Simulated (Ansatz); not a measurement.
Here is a crystal structure:

```yaml
crystal:
  lattice:
    - [2.42118, 0.00000, 0.00000]
    - [-1.21059, 2.09680, 0.00000]
    - [0.00000, 0.00000, 24.88443]
  atoms:
    - { symbol: Ni, position: [0.66667, 0.33333, 0.30256] }
    - { symbol: Ni, position: [0.33333, 0.66667, 0.38091] }
    - { symbol: Ni, position: [0.00000, 0.00000, 0.46024] }
    - { symbol: Ni, position: [0.66667, 0.33333, 0.53976] }
    - { symbol: Ni, position: [0.33333, 0.66667, 0.61909] }
    - { symbol: Ni, position: [0.00000, 0.00000, 0.69744] }
```

**Work out the structure from the coordinates.**

The element is nickel. The cell holds six atoms. Ni takes three kinds of site: two a cell with nine Ni at 2.40 to 2.42 Å; two a cell with twelve Ni in a cuboctahedral arrangement at 2.40 to 2.42 Å; two a cell with twelve Ni in a cuboctahedral arrangement at 2.42 Å. The bonds build Ni layers parallel to (001).

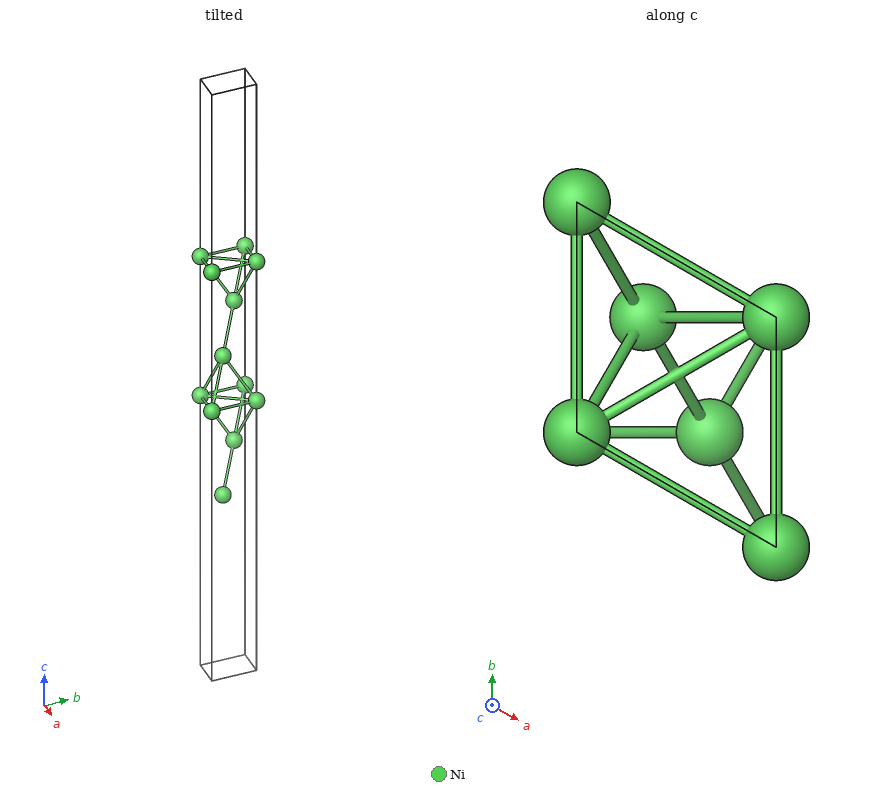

An orthographic ball-and-stick view of the structure, slightly off an axis and along the c axis. One simulation cell is framed, with atoms on its boundary repeated.

The structure was taken from a structure listed in the Materials Project, from which a slab was cut. The atoms were relaxed in a fixed cell with DFT LDA, scalar-relativistic, plane waves, PAW in Ansatz 0.2.0.
